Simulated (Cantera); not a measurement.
Input: 1 mol AlN, 0.032 mol Cl2, held at 0.133 bar.

These are equilibrium values from Cantera (NASA tables, ideal gas, pure condensed phases), not measurements of a reactor. Candidate condensed phases: Al, AlCl3, AlN; 11 gas species. The tables' values for AlCl2 are old estimates; treat these amounts as uncertain. Equilibrium is a limit: real reactors are often held back by kinetics, nucleation or transport.

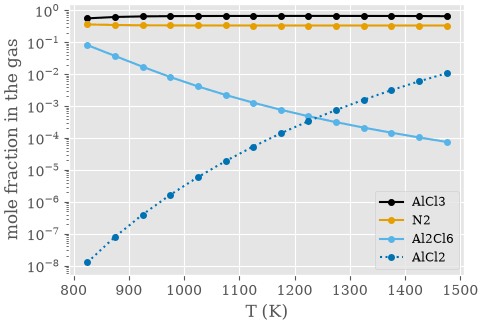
*Equilibrium gas composition (values under 1e-9 drawn at 1e-9)*

From 825 K to 1475 K the condensed part is AlN(s). The main Al-bearing gas is AlCl3 throughout.
